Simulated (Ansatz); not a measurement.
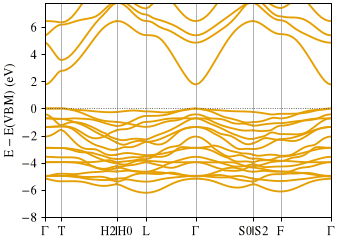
Figure. Band structure from plane-wave PAW PBE (Ansatz code)

**Question.** Read off the gap and where the band edges lie.

**Answer.** About 1.8 eV (1.77 eV by a search for the band edges); maximum at T, minimum at Γ.

The material is AlZnInO4 in space group R3m (No. 160; Pearson symbol hR7).

The cell is a constructed one: a structure type filled with these elements; neither database checked (COD, Materials Project) lists it. Whether it is the stable phase at ambient conditions was not checked. The PBE relaxation kept the symmetry of its start; whether a distortion lowers the energy is not shown. Scalar-relativistic: spin–orbit coupling is off unless named, which matters more the heavier the elements.

Potentials: the earlier of the program's two PAW sets.
